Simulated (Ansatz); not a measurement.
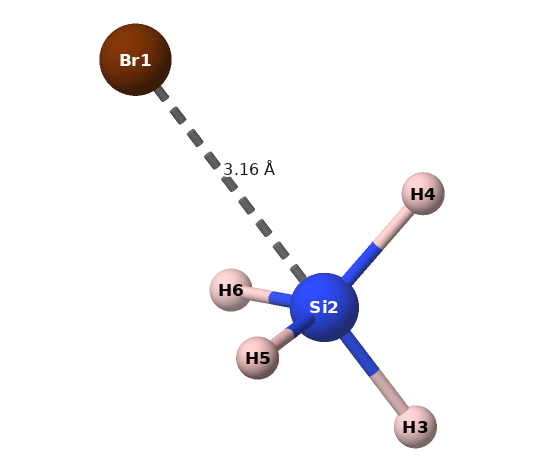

Two molecules or ions; the broken line marks their closest contact (measured against van der Waals radii). Charge −1, singlet. The computed structure is the end point of a PBE0-D4/def2-TZVPD optimisation. Program: Ansatz 0.2.0.

Q: Which two species are they?

A: Br and SiH4 (`[Br-].[SiH4]`).

Give the counterpoise-corrected interaction energy (kcal/mol, monomers kept as in the pair) with CCSD(T)/CBS (MP2 limit from def2-TZVPPD and def2-QZVPPD plus CCSD(T) − MP2); B97M-V/def2-TZVPPD.

```tsv
level	interaction energy (kcal/mol)
CCSD(T)/CBS (MP2 limit from def2-TZVPPD and def2-QZVPPD plus CCSD(T) − MP2)	−9.2
B97M-V/def2-TZVPPD	−9.2
```
